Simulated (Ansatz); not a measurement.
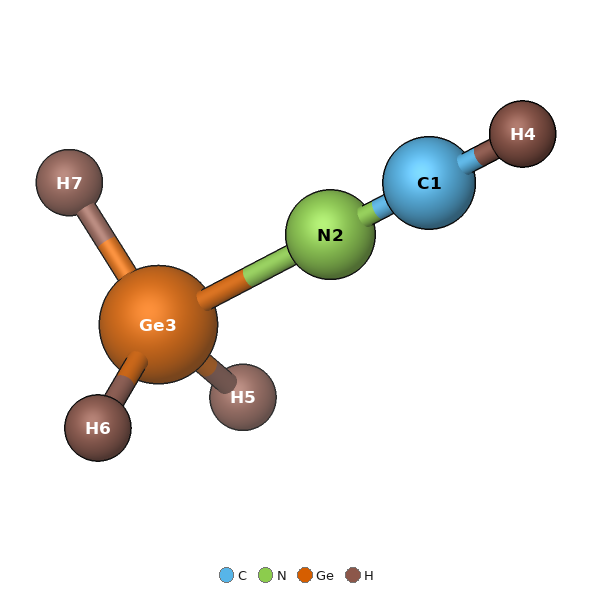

Numbered structure. State: charge +1, singlet. The computed structure is the end point of a PBE0-D4/def2-TZVP optimisation. No frequency run is at hand to confirm it as a minimum.

Give the bond lengths.

```
  bond  length (Å)
 C1–N2       1.137
 C1–H4       1.078
N2–Ge3       1.982
Ge3–H5       1.520
Ge3–H6       1.520
Ge3–H7       1.520
```
